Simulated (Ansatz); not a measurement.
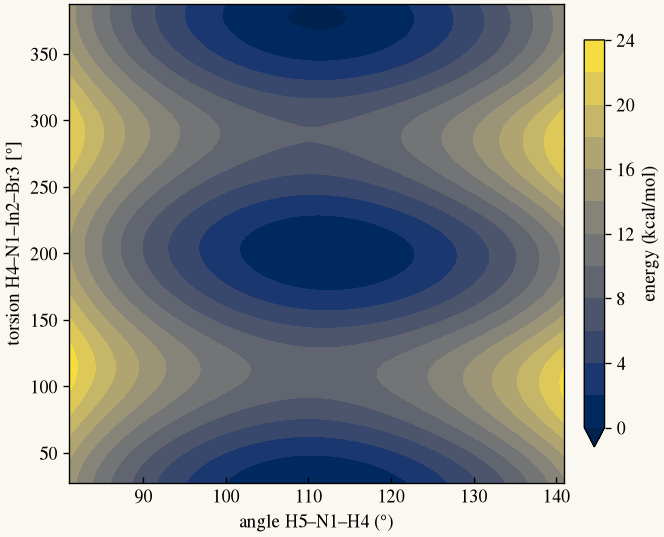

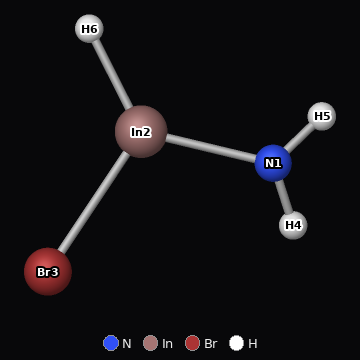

Energy landscape of BrH₃InN, SMILES [NH2][InH][Br]. 
- Two internal coordinates are moved rigidly from the geometry relaxed at PBE0-D4/def2-TZVP, all others fixed.
- The first coordinate is: angle H5–N1–H4; the second: torsion H4–N1–In2–Br3.
- The grid has 5 × 8 points.
- Points are written as (first, second).
- Energies: kcal/mol, counted from the lowest grid point.
- All numbers below come from Ansatz 0.2.0, RKS PBE-D4/def2-TZVPP.

In the figure: filled contours. Between grid points the surface is interpolated. The second picture is the structure at the lowest point.

Question: Where are the wells?

Answer: The lowest grid point is at (111°, 28°). A higher local minimum lies near (111°, 208°) (0.29 kcal/mol above the lowest at that grid point). The highest grid point, (81°, 118°), lies 23.0 kcal/mol above the lowest. On the interpolated surface the easiest way out of the lowest well to the well at (111°, 208°) passes a barrier of about 8.3 kcal/mol. Round the minimum the two coordinates are weakly coupled (coupling 0.06 in units of the two stiffnesses).

The input of one point:

```yaml
crystal:
  periodic: [false, false, false]
  atoms:
    - {symbol: N, position_ang: [-0.008243, -0.627768, -0.999879]}
    - {symbol: In, position_ang: [0.179975, 0.651575, 0.520675]}
    - {symbol: Br, position_ang: [0.349587, -0.593489, 2.657395]}
    - {symbol: H, position_ang: [-0.429607, -1.527175, -0.827971]}
    - {symbol: H, position_ang: [-0.205166, -0.309668, -1.935334]}
    - {symbol: H, position_ang: [0.347409, 2.338491, 0.517885]}
basis:
  gaussian: {orbitals: def2-TZVPP}
hamiltonian: {xc: pbe, dispersion: d4}
```
